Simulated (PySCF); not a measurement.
**C2H6BNO2: electronic excitations and core binding energies**

Aim: predict the electronic excitations and core binding energies of C2H6BNO2 (`CB(O)NC=O`).

Computed with PySCF 2.14.0, with density-fitted response routines of our own, on a single molecule in the gas phase. Atoms are numbered from 0 throughout.

## 1. Starting geometry

12 atoms, charge 0, multiplicity 1; geometry from: GFN2-xTB.

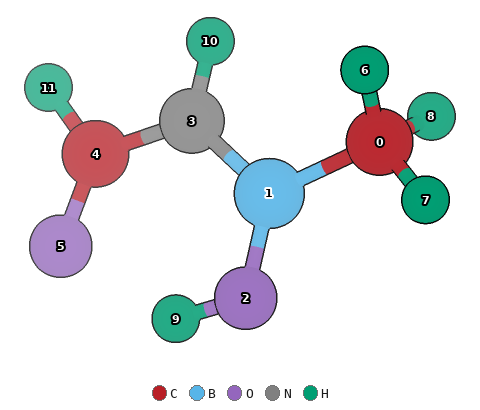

As it starts; carbon red, boron blue, oxygen purple, nitrogen grey, hydrogen teal, atoms numbered.

## 2. TDDFT and polarisability: CAM-B3LYP/def2-SVPD

What the job is given:

```
{"job": {"kind": "uv", "xc": "CAM-B3LYP", "basis": "def2-SVPD", "nstates": 8, "ntriplets": 3}, "charge": 0, "multiplicity": 1}
C     -1.758500    -0.580507    -0.386791
B     -0.441939     0.275667    -0.166856
O     -0.399807     1.580336    -0.386004
N      0.767229    -0.429174     0.290370
C      1.957400     0.170805     0.510177
O      2.179468     1.351551     0.360809
H     -1.996615    -1.183733     0.486071
H     -2.613784     0.051941    -0.600309
H     -1.640431    -1.266865    -1.222666
H      0.470046     1.975979    -0.216477
H      0.729443    -1.423270     0.454562
H      2.748688    -0.523415     0.851086
```

With the program's defaults for keys left out, this is: TDDFT CAM-B3LYP/def2-SVPD, vertical, gas phase, core orbitals frozen in the response.

Started as:

```bash
$ OMP_NUM_THREADS=1 python probes_run.py task.json out
```

The driver reads the jobs from task.json and runs them one after another.

The log of the run:

```text
coarse grid: 10216 points
cycle   1  E = -309.3972055980  dE =  1.007e+00  |g| = 9.947e-01  |ddm| = 5.079e+00
cycle   2  E = -309.1392886635  dE =  2.579e-01  |g| = 1.570e+00  |ddm| = 2.476e+00
cycle   3  E = -309.5931653345  dE = -4.539e-01  |g| = 1.707e-01  |ddm| = 1.603e+00
cycle   4  E = -309.5982629510  dE = -5.098e-03  |g| = 7.029e-02  |ddm| = 2.087e-01
cycle   5  E = -309.5991769545  dE = -9.140e-04  |g| = 1.531e-02  |ddm| = 8.079e-02
cycle   6  E = -309.5992241578  dE = -4.720e-05  |g| = 4.827e-03  |ddm| = 2.052e-02
cycle   7  E = -309.5992292120  dE = -5.054e-06  |g| = 1.510e-03  |ddm| = 9.182e-03
final grid: 99264 points
cycle   8  E = -309.6600380539  dE = -3.556e-05  |g| = 5.276e-03  |ddm| = 6.589e-02
cycle   9  E = -309.6600344567  dE =  3.597e-06  |g| = 7.068e-03  |ddm| = 1.304e-02
cycle  10  E = -309.6600441801  dE = -9.723e-06  |g| = 9.115e-04  |ddm| = 6.120e-03
cycle  11  E = -309.6600443372  dE = -1.571e-07  |g| = 3.059e-04  |ddm| = 1.149e-03
cycle  12  E = -309.6600443574  dE = -2.024e-08  |g| = 1.057e-04  |ddm| = 5.248e-04
cycle  13  E = -309.6600443601  dE = -2.644e-09  |g| = 2.612e-05  |ddm| = 1.495e-04
cycle  14  E = -309.6600443603  dE = -2.160e-10  |g| = 1.176e-05  |ddm| = 5.886e-05
converged SCF energy = -309.6600443603

Static polarisability (au): isotropic 53.147, principal 38.988 54.950 65.502

Singlet excitations
state   eV       nm        f      main configurations
  1   5.4106    229.2   0.00182   H->L 0.92
  2   7.0822    175.1   0.15677   H-1->L 0.79, H->L+1 0.16
  3   7.5020    165.3   0.10065   H->L+1 0.73, H-1->L 0.17
  4   7.6006    163.1   0.00242   H-1->L+1 0.89
  5   7.9984    155.0   0.00412   H-2->L 0.66, H->L+4 0.15
  6   8.2851    149.6   0.11254   H->L+2 0.82
  7   8.5872    144.4   0.00079   H->L+3 0.68, H-2->L+1 0.12
  8   8.7040    142.4   0.00658   H-1->L+2 0.73, H-1->L+3 0.14

Triplet excitations (Tamm-Dancoff, eV): 4.9400 5.4529 7.2393
```

Run time: 45 s. Hardware: 1 thread of Arm Neoverse N1, shared host; peak memory 0.74 GiB.

The orbitals next to the gap, with their largest atomic shares:

| orbital | eV | atoms |
| --- | --- | --- |
| HOMO−3 | -11.70 | O2 57 %, C0 11 %, B1 10 % |
| HOMO−2 | -11.35 | C0 29 %, B1 16 %, O5 16 % |
| HOMO−1 | -10.08 | N3 44 %, O5 28 %, C4 9 % |
| HOMO | -9.52 | O5 54 %, C4 12 %, O2 9 % |
| LUMO | 0.55 | C4 33 %, O5 23 %, N3 14 % |
| LUMO+1 | 0.64 | B1 44 %, H10 15 %, C4 12 % |
| LUMO+2 | 1.61 | H11 22 %, B1 14 %, C4 14 % |

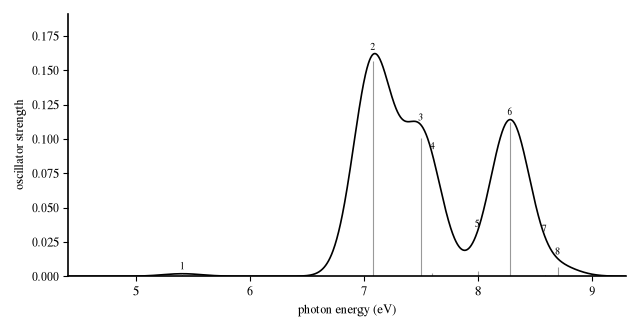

Absorption spectrum from the 8 singlet states computed; above the last one it falls off for lack of states. Lines are broadened to a width of 0.40 eV (Gaussian).

Ground-state properties from the same run:

| property | computed |
| --- | --- |
| dipole moment (D) | 3.69 |
| polarisability (Å³) | 7.88 |
| HOMO–LUMO gap (eV) | 10.07 |
| −ε(HOMO) (eV) | 9.52 |

## 3. Core-electron binding energies: SCAN, X2C

Same as in step 2 but for these lines:

```diff
@@ -1,2 +1,2 @@
-{"job": {"kind": "uv", "xc": "CAM-B3LYP", "basis": "def2-SVPD", "nstates": 8, "ntriplets": 3}, "charge": 0, "multiplicity": 1}
+{"job": {"kind": "xps"}, "charge": 0, "multiplicity": 1}
 C     -1.758500    -0.580507    -0.386791
```

With the program's defaults for keys left out, this is: delta-SCF UKS SCAN, pcX-2 on the ionised atom, pcseg-1 elsewhere, spin-free X2C.

The log of the run:

```text
ground state, core basis on atom 0 (C), 145 functions
  cycle   1  E = -309.78797141  |g| = 9.84e-01
  cycle   2  E = -309.03680669  |g| = 2.12e+00
  cycle   3  E = -309.94171904  |g| = 4.29e-01
  cycle   4  E = -309.98138206  |g| = 1.12e-01
  cycle   5  E = -309.98339383  |g| = 5.47e-02
  cycle   6  E = -309.98402674  |g| = 1.24e-02
  cycle   7  E = -309.98405161  |g| = 5.32e-03
  cycle   8  E = -309.98405637  |g| = 1.20e-03
  cycle   9  E = -309.98405781  |g| = 3.37e-04
  E(ground) = -310.00042204 Eh
hole in C 1s of atom 0
  cycle   1  E = -298.76702183  |g| = 1.50e+00
  cycle   2  E = -298.32988150  |g| = 1.65e+00
  cycle   3  E = -299.27471349  |g| = 3.38e-01
  cycle   4  E = -299.28459999  |g| = 2.96e-01
  cycle   5  E = -299.31719177  |g| = 7.84e-02
  cycle   6  E = -299.31916989  |g| = 3.55e-02
  cycle   7  E = -299.31962974  |g| = 1.03e-02
  cycle   8  E = -299.31965973  |g| = 6.08e-03
  cycle   9  E = -299.31967859  |g| = 1.30e-03
  cycle  10  E = -299.31967796  |g| = 7.76e-04
  cycle  11  E = -299.31967843  |g| = 2.35e-04
  E(ion) = -299.33491485 Eh   <S^2> = 0.7659   hole on atom = 1.000   binding energy = 290.223 eV
ground state, core basis on atom 1 (B), 145 functions
  cycle   1  E = -309.98226536  |g| = 5.39e-02
  cycle   2  E = -309.98205257  |g| = 4.58e-02
  cycle   3  E = -309.98240755  |g| = 2.36e-02
  cycle   4  E = -309.98249563  |g| = 1.09e-02
  cycle   5  E = -309.98251935  |g| = 3.04e-03
  cycle   6  E = -309.98252154  |g| = 5.26e-04
  cycle   7  E = -309.98252057  |g| = 1.36e-04
  E(ground) = -309.99972384 Eh
hole in B 1s of atom 1
  cycle   1  E = -302.34769624  |g| = 1.18e+00
  cycle   2  E = -300.08934352  |g| = 2.10e+00
  cycle   3  E = -302.27626109  |g| = 9.89e-01
  cycle   4  E = -302.69617033  |g| = 3.06e-01
  cycle   5  E = -302.71872866  |g| = 2.28e-01
  cycle   6  E = -302.73999493  |g| = 6.33e-02
  cycle   7  E = -302.74140012  |g| = 3.37e-02
  cycle   8  E = -302.74184548  |g| = 8.82e-03
  cycle   9  E = -302.74189017  |g| = 3.63e-03
  cycle  10  E = -302.74190182  |g| = 1.90e-03
  cycle  11  E = -302.74190594  |g| = 1.03e-03
  cycle  12  E = -302.74190702  |g| = 5.06e-04
  cycle  13  E = -302.74190741  |g| = 2.70e-04
  E(ion) = -302.75902487 Eh   <S^2> = 0.7784   hole on atom = 1.000   binding energy = 197.029 eV
ground state, core basis on atom 2 (O), 145 functions
  cycle   1  E = -310.01391249  |g| = 1.05e-01
  cycle   2  E = -310.01263454  |g| = 1.01e-01
  cycle   3  E = -310.01390370  |g| = 5.28e-02
  cycle   4  E = -310.01437390  |g| = 4.56e-03
  cycle   5  E = -310.01437879  |g| = 1.31e-03
  cycle   6  E = -310.01437781  |g| = 6.36e-04
  cycle   7  E = -310.01437873  |g| = 1.28e-04
  E(ground) = -310.02799852 Eh
hole in O 1s of atom 2
  cycle   1  E = -289.40762490  |g| = 2.22e+00
  cycle   2  E = -288.78579341  |g| = 2.26e+00
  cycle   3  E = -290.07178691  |g| = 6.03e-01
  cycle   4  E = -290.05403318  |g| = 6.21e-01
  cycle   5  E = -290.20196454  |g| = 1.67e-01
  cycle   6  E = -290.21305648  |g| = 5.21e-02
  cycle   7  E = -290.21423403  |g| = 1.29e-02
  cycle   8  E = -290.21430025  |g| = 4.73e-03
  cycle   9  E = -290.21431090  |g| = 1.10e-03
  cycle  10  E = -290.21431145  |g| = 4.50e-04
  E(ion) = -290.22909054 Eh   <S^2> = 0.7610   hole on atom = 1.000   binding energy = 538.756 eV
ground state, core basis on atom 3 (N), 145 functions
  cycle   1  E = -309.99715562  |g| = 1.02e-01
  cycle   2  E = -309.99479787  |g| = 1.34e-01
  cycle   3  E = -309.99797453  |g| = 2.92e-02
  cycle   4  E = -309.99812763  |g| = 7.72e-03
  cycle   5  E = -309.99813892  |g| = 8.77e-04
  cycle   6  E = -309.99813996  |g| = 5.48e-04
  cycle   7  E = -309.99813902  |g| = 1.67e-04
  E(ground) = -310.01245362 Eh
hole in N 1s of atom 3
  cycle   1  E = -294.37963569  |g| = 1.87e+00
  cycle   2  E = -293.26601490  |g| = 2.38e+00
  cycle   3  E = -294.78457700  |g| = 8.48e-01
  cycle   4  E = -294.93497619  |g| = 6.03e-01
  cycle   5  E = -295.07223182  |g| = 1.16e-01
  cycle   6  E = -295.07527746  |g| = 7.43e-02
  cycle   7  E = -295.07730713  |g| = 1.14e-02
  cycle   8  E = -295.07736371  |g| = 4.49e-03
  cycle   9  E = -295.07737437  |g| = 1.24e-03
  cycle  10  E = -295.07737523  |g| = 6.30e-04
  cycle  11  E = -295.07737500  |g| = 2.53e-04
  E(ion) = -295.09017837 Eh   <S^2> = 0.7657   hole on atom = 1.000   binding energy = 406.056 eV
ground state, core basis on atom 4 (C), 145 functions
  cycle   1  E = -309.98992565  |g| = 5.63e-02
  cycle   2  E = -309.98992572  |g| = 1.11e-02
  cycle   3  E = -309.98984697  |g| = 2.28e-02
  cycle   4  E = -309.98994678  |g| = 3.35e-03
  cycle   5  E = -309.98994912  |g| = 6.52e-04
  cycle   6  E = -309.98994953  |g| = 1.96e-04
  E(ground) = -310.00620555 Eh
hole in C 1s of atom 4
  cycle   1  E = -298.62831241  |g| = 1.50e+00
  cycle   2  E = -296.35748941  |g| = 2.35e+00
  cycle   3  E = -298.84611139  |g| = 7.67e-01
  cycle   4  E = -299.01644787  |g| = 6.08e-01
  cycle   5  E = -299.07284279  |g| = 4.69e-01
  cycle   6  E = -299.16679739  |g| = 1.14e-01
  cycle   7  E = -299.17138533  |g| = 5.23e-02
  cycle   8  E = -299.17250995  |g| = 1.60e-02
  cycle   9  E = -299.17261059  |g| = 5.31e-03
  cycle  10  E = -299.17262595  |g| = 1.64e-03
  cycle  11  E = -299.17262827  |g| = 7.78e-04
  cycle  12  E = -299.17263033  |g| = 5.09e-04
  cycle  13  E = -299.17263011  |g| = 2.44e-04
  E(ion) = -299.18717775 Eh   <S^2> = 0.7786   hole on atom = 1.000   binding energy = 294.401 eV
ground state, core basis on atom 5 (O), 145 functions
  cycle   1  E = -310.01329079  |g| = 9.83e-02
  cycle   2  E = -310.01182767  |g| = 9.54e-02
  cycle   3  E = -310.01228887  |g| = 8.19e-02
  cycle   4  E = -310.01356120  |g| = 7.54e-03
  cycle   5  E = -310.01357497  |g| = 1.28e-03
  cycle   6  E = -310.01357437  |g| = 3.71e-04
  E(ground) = -310.02726503 Eh
hole in O 1s of atom 5
  cycle   1  E = -289.41597026  |g| = 2.22e+00
  cycle   2  E = -288.79781614  |g| = 2.27e+00
  cycle   3  E = -290.04688616  |g| = 6.78e-01
  cycle   4  E = -290.08595265  |g| = 5.69e-01
  cycle   5  E = -290.24121424  |g| = 8.63e-02
  cycle   6  E = -290.24392180  |g| = 4.36e-02
  cycle   7  E = -290.24460913  |g| = 1.42e-02
  cycle   8  E = -290.24468480  |g| = 5.25e-03
  cycle   9  E = -290.24469919  |g| = 1.25e-03
  cycle  10  E = -290.24470128  |g| = 7.81e-04
  cycle  11  E = -290.24470270  |g| = 5.12e-04
  cycle  12  E = -290.24470272  |g| = 2.30e-04
  E(ion) = -290.26001946 Eh   <S^2> = 0.7654   hole on atom = 1.000   binding energy = 537.894 eV
```

It took 1.9 min on 1 thread of Arm Neoverse N1, shared host; peak memory 0.62 GiB.

Binding energies by hole, beside the orbital energy of the ground state; the difference holds orbital relaxation and, for a density functional, its self-interaction error:

| hole | stands for | environment | ΔSCF (eV) | −ε (eV) | ⟨S²⟩ |
| --- | --- | --- | --- | --- | --- |
| C1s on C0 | C0 | methyl carbon bonded to B | 290.22 | 272.9 | 0.766 |
| B1s on B1 | B1 | boron bonded to C, N, O | 197.03 | 180.8 | 0.778 |
| O1s on O2 | O2 | oxygen bonded to B, H | 538.76 | 516.7 | 0.761 |
| N1s on N3 | N3 | amide-type nitrogen | 406.06 | 386.9 | 0.766 |
| C1s on C4 | C4 | amide carbonyl carbon | 294.40 | 276.8 | 0.779 |
| O1s on O5 | O5 | amide-type carbonyl oxygen | 537.89 | 516.5 | 0.765 |

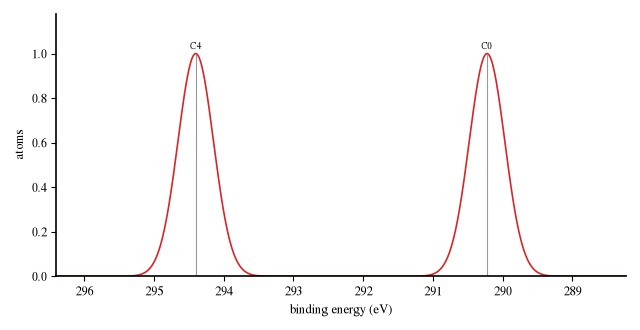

The C1s photoelectron lines, weighted by the number of atoms. Lines are broadened to a width of 0.60 eV (Gaussian).

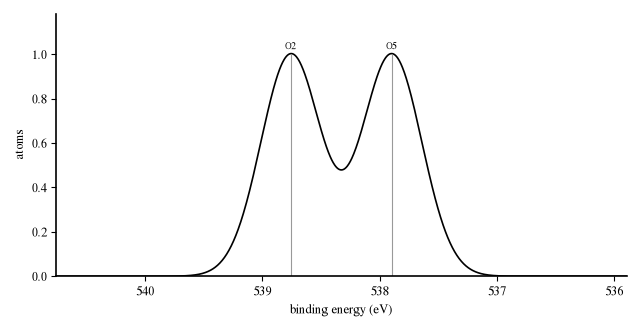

The O1s photoelectron lines, weighted by the number of atoms. Lines are broadened to a width of 0.60 eV (Gaussian).

## 4. Results

| quantity | value |
| --- | --- |
| lowest singlet (CAM-B3LYP/def2-SVPD) | 5.41 eV (229 nm), f = 0.002 |
| brightest single state of those computed | state 2, 7.08 eV, f = 0.157 |
| lowest triplet | 4.94 eV |
| C1s binding energies, SCAN/pcX-2 | C4 294.40, C0 290.22 eV |
| O1s binding energies, SCAN/pcX-2 | O2 538.76, O5 537.89 eV |
| B1s binding energies, SCAN/pcX-2 | B1 197.03 eV |
| N1s binding energies, SCAN/pcX-2 | N3 406.06 eV |

In words: The lowest singlet, at 5.41 eV, is HOMO→LUMO 0.92 and is weak; of the 8 states computed, the strongest absorption comes from state 2 at 7.08 eV. The lowest triplet lies 0.47 eV below the lowest singlet (triplets in Tamm-Dancoff, singlets in full TDDFT). C4 (amide carbonyl carbon) binds its C1s electron 4.18 eV more tightly than C0 (methyl carbon bonded to B). O2 (oxygen bonded to B, H) binds its O1s electron 0.86 eV more tightly than O5 (amide-type carbonyl oxygen).
